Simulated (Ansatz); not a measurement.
The parent structure is Mg2Ge in the anti-fluorite structure (space group Fm-3m, No. 225; a = 6.421 Å).

Now apply this change: the cell is scaled by 0.9875 in all directions, atoms relaxed at fixed cell.

Computed with PBE in Ansatz (plane waves to 420 eV, PAW, without spin-orbit coupling), earlier PAW set.

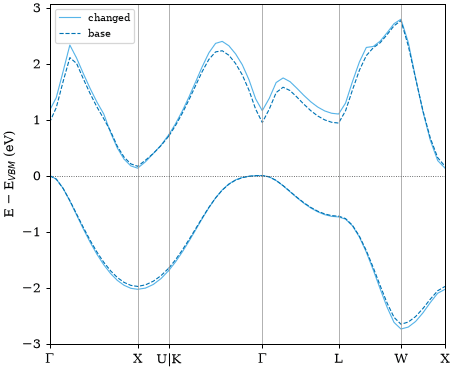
Figure. Highest valence and lowest conduction band along the path, each from its own valence-band maximum

Question: Read the changed gap and its character from the plot.

Answer: About 0.1 eV, indirect, Γ → X.

The cells carry an imposed strain or load. Stability against distortions was not tested.

Ansatz is a first-principles code.
